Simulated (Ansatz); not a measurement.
**BCCD(T)/STO-3G run of BH2SF (SMILES FBS)**

Aim: the energy change on altering one bond length of BH2SF at BCCD(T)/STO-3G, from 2 runs. 

Program for the calculation: Ansatz 0.2.0.

65 further runs of the same task are left out: 65 set aside as unsound or not needed.

**1. The molecule**

The species is BH2SF (5 atoms), meant as a singlet with charge 0. As SMILES, `FBS`. Geometry: relaxed at PBE0-D4/def2-TZVP. This is one conformer, not always the lowest.

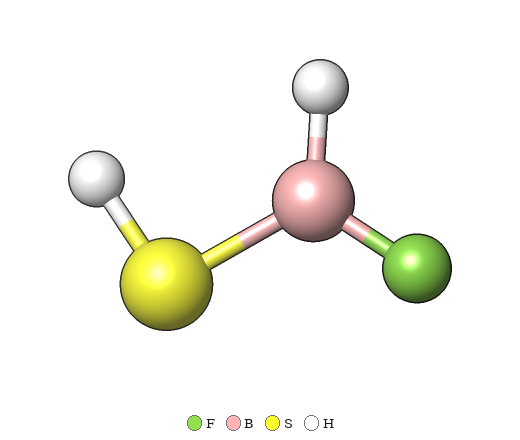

The structure, seen from a chosen angle (fluorine green, boron pink, sulfur yellow, hydrogen white).

**2. The energy at BCCD(T)/STO-3G**

File run.yaml:

```yaml
crystal:
  periodic: [false, false, false]
  atoms:
    - {symbol: F, position_ang: [-1.119100, -0.905900, -1.069200]}
    - {symbol: B, position_ang: [-0.412800, -0.339100, -0.106100]}
    - {symbol: S, position_ang: [0.972400, 0.698600, -0.579400]}
    - {symbol: H, position_ang: [-0.712000, -0.530900, 1.033700]}
    - {symbol: H, position_ang: [1.321400, 1.003700, 0.679600]}
basis:
  gaussian:
    orbitals: STO-3G
scf:
  omitted_lower_state_checks: [cluster_reference, increment]
accuracy: high
correlation:
  method: bccd_t
  frozen_orbitals: {B: 1, F: 1, H: 0, S: 5}
```

The run is started by

```bash
ansatz run run.yaml --threads 1 --pin off --max-ram 2610MiB --events-out events.jsonl --progress --plain --runs-dir runs
```

Standard output, shortened:

```text
Warning: RAYON_NUM_THREADS=1 ignored (pool sized by the plan → 1); use --threads N
Functional definition: HF
  name "HF"
[...]
371 factors; integrals over basis functions are off by at most 2.9e-8 eV
[...]
mean field -14063.49182403 eV, -516.8237919559 hartree, gradient 8.2e-9 eV, S^2 0.000000; 0 other end points of the search recorded, 0 dependent functions left out
7 core orbitals not correlated: weight in the atoms' cores, before any rotation towards them, 1.000 or more for the frozen orbitals, at most 0.000 for the correlated occupied ones
reference -14063.49182403 eV, -516.8237919559 hartree; 9, 9 occupied and 5, 5 virtual orbitals, 371 factors
second order -2.38052696 eV of doubles, -0.00000000 eV of singles
cycle   1  -2.69381699 eV  change   -3.1e-1 eV  update   8.4e-2
[...]
cycle  20  -2.95494673 eV  change   6.5e-11 eV  update  8.3e-10
perturbative correction -0.17182913 eV, -0.0063146039 hartree
Total energy: -14066.61859988 eV, -516.9386988491 hartree
Checks for a lower state left out: cluster_reference, increment
```

It took 0.22 s on 1 thread of Arm Neoverse V1, shared host.

**3. The distorted shape**

File in.yaml:

```yaml
crystal:
  periodic: [false, false, false]
  atoms:
    - {symbol: F, position_ang: [-1.206341, -0.982167, -1.383916]}
    - {symbol: B, position_ang: [-0.500041, -0.415367, -0.420816]}
    - {symbol: S, position_ang: [0.885159, 0.622333, -0.894116]}
    - {symbol: H, position_ang: [-0.799241, -0.607167, 0.718984]}
    - {symbol: H, position_ang: [1.321400, 1.003700, 0.679600]}
basis:
  gaussian:
    orbitals: STO-3G
correlation:
  method: bccd_t
  frozen_orbitals: {B: 1, F: 1, H: 0, S: 5}
accuracy: high
scf:
  omitted_lower_state_checks: [cluster_reference, increment]
```

The run is started by

```bash
ansatz run in.yaml --threads 1 --pin off --max-ram 2610MiB --events-out events.jsonl --progress --plain --runs-dir runs
```

Standard output, shortened:

```text
Warning: RAYON_NUM_THREADS=1 ignored (pool sized by the plan → 1); use --threads N
[... 2 set-up lines as earlier in the session ...]
[...]
371 factors; integrals over basis functions are off by at most 3.4e-8 eV
[...]
mean field -14062.01494070 eV, -516.7695174946 hartree, gradient 1.4e-8 eV, S^2 0.000000; 0 other end points of the search recorded, 0 dependent functions left out
7 core orbitals not correlated: weight in the atoms' cores, before any rotation towards them, 1.000 or more for the frozen orbitals, at most 0.000 for the correlated occupied ones
reference -14062.01494070 eV, -516.7695174946 hartree; 9, 9 occupied and 5, 5 virtual orbitals, 371 factors
second order -2.68987294 eV of doubles, -0.00000000 eV of singles
cycle   1  -3.11866554 eV  change   -4.3e-1 eV  update   9.5e-2
[...]
cycle  22  -3.48533900 eV  change   -1.4e-9 eV  update  7.2e-10
perturbative correction -0.17924818 eV, -0.0065872490 hartree
Total energy: -14065.67952788 eV, -516.9041885895 hartree
Checks for a lower state left out: cluster_reference, increment
```

Run time: 0.24 s. Hardware: 1 thread of Arm Neoverse V1, shared host.

**4. Results**

Level: BCCD(T)/STO-3G, 7 core orbitals frozen.

| quantity | value |
| --- | --- |
| first shape: total energy | -516.93870 Eh |
| first shape: correlation energy (7 core orbitals frozen) | -114.9 mEh |
| first shape: (T) correction | -6.31 mEh |
| distorted shape: total energy | -516.90419 Eh |
| distorted shape: correlation energy (7 core orbitals frozen) | -134.7 mEh |
| distorted shape: (T) correction | -6.59 mEh |
| energy change with the S3–H5 bond stretched from 1.342 to 1.677 Å | 0.939 eV |

In words: With the S3–H5 bond stretched from 1.342 to 1.677 Å the energy rises by 0.94 eV (21.7 kcal/mol). The first shape isn't relaxed at this level, so the change isn't measured from a minimum. The minimal basis adds a large error of its own. The triples (first shape) make up 5.5 % of the correlation energy. The triples (distorted shape) make up 4.9 % of the correlation energy.
